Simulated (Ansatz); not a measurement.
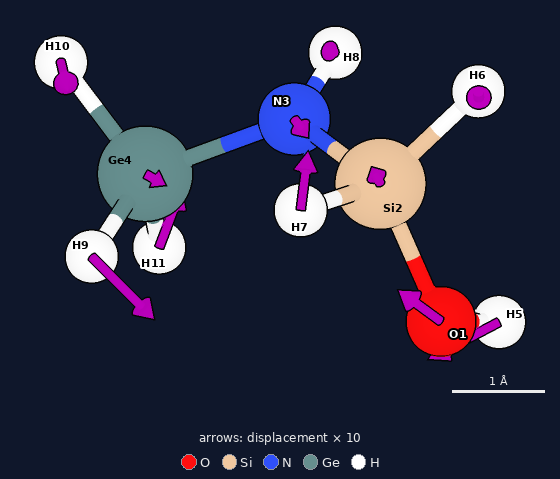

This is a relaxation of GeSiNH$_{7}$O. The starting structure is drawn; purple arrows show the displacements, 10 times their true length. The two geometries are superimposed by the best rigid fit.

A ball-and-stick model, seen at a tilt.

The start comes from PBE-D4/def2-SVP.

Method: RKS PBE0-D4/def2-TZVP (Ansatz 0.2.0). Set-up: force threshold 0.005 eV/Å; at most 150 steps.

Q: Atoms of which element are displaced furthest, and by how much?

A: Hydrogen: up to 0.11 Å, against 0.07 Å for oxygen.

Q: What happened in the run?

A: The energy falls by 6.01 kJ/mol in 10 accepted moves (11 points after the start). Largest force component: 0.75 eV/Å at the start, 0.0035 eV/Å at the end. The line search rejected the trial step at point 3 of the run. The atom that moves furthest after the best rigid fit is H9 (0.11 Å). Largest moves by element: H 0.11 Å, O 0.07 Å, N 0.03 Å, Ge 0.03 Å, Si 0.03 Å. Some distances before and after: O1–Si2 1.686 → 1.648 Å, Si2–N3 1.742 → 1.711 Å, Si2–H6 1.508 → 1.489 Å, N3–Ge4 1.858 → 1.841 Å. Among the angles between lasting bonds that change: Si2–O1–H5 114.8° → 117.5°. Cost: 39 s on 4 threads of Arm Neoverse V2 (shared host).
